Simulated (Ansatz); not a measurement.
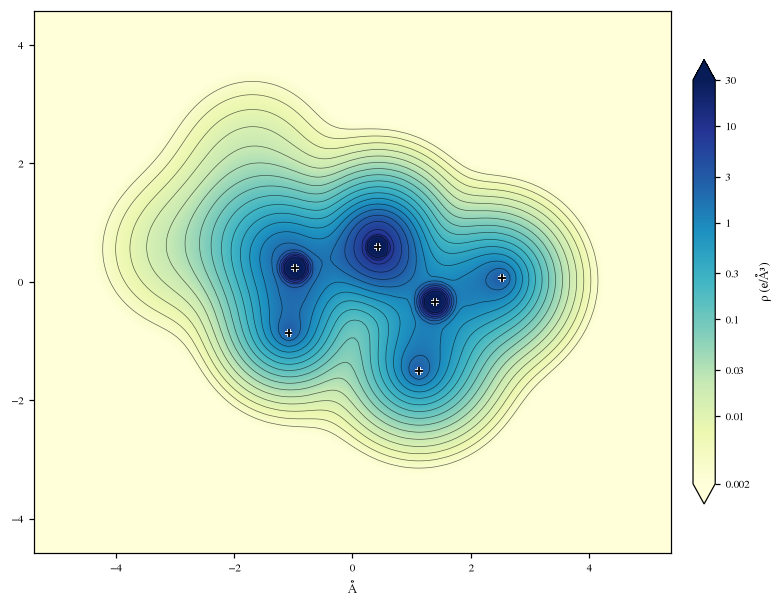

The electron density on a plane through atoms (crosses mark nuclei in the plane).

Computed with RKS PBE0-D4/def2-TZVPP (Ansatz).

Candidates:
A. CH$_{9}$BOSi$_{2}$ (SMILES BOC([SiH3])[SiH3])
B. CH$_{9}$AlNPSi (SMILES C[SiH2]N[PH][AlH2])
C. CH$_{5}$FOSSi$_{2}$ (SMILES F[SiH]([SiH3])OC=S)

Which candidate gave the map?

Candidate A: CH$_{9}$BOSi$_{2}$ on the plane of atoms O2, B1 and H7, which holds B, O, C and H. B–O (1.34 Å): ρ is about 2.2 e/Å³ halfway. C–O (1.44 Å): ρ is about 1.9 e/Å³ halfway, with its minimum of 1.6 e/Å³ about 0.5 Å from C.
